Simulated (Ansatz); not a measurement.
The relaxed structure here is a generated cell of ZnSnN2: the first start was made by placing the elements on the sites of a structure type, and the end was not matched to a known phase here, so it may be hypothetical.

The end point of a relaxation of ZnSnN₂. These are PBEsol (plane waves to 420 eV, PAW, scalar-relativistic; Ansatz, a program for electronic structure) values and carry that method's errors.

P6₃/mmc (No. 194), hP8; a = b = 3.1441 Å, c = 10.6098 Å, α = β = 90.00°, γ = 120.00°.

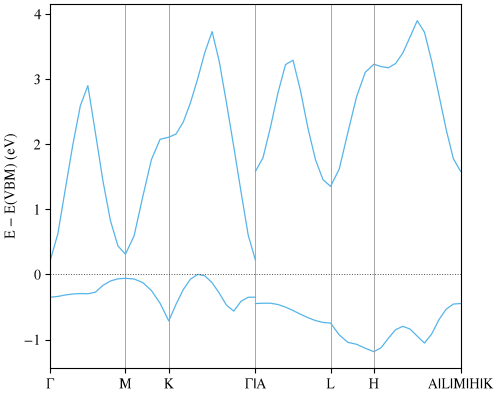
Fig. 1. Highest filled and lowest empty band along the path of this cell's Brillouin zone

Question: Read off the gap and say whether it is direct.

Answer: 0.22 eV, indirect (valence top at 33 % of the way from K to Γ, conduction bottom at Γ) (no spin-orbit coupling).

Question: How far does the top valence band disperse along this path?

Answer: About 1.2 eV.

No spin polarisation in the result.

The run could not lower the symmetry of its start; a shaken copy of this end point relaxes with PBEsol to P6₃mc (No. 186), 0.218 eV/atom lower.
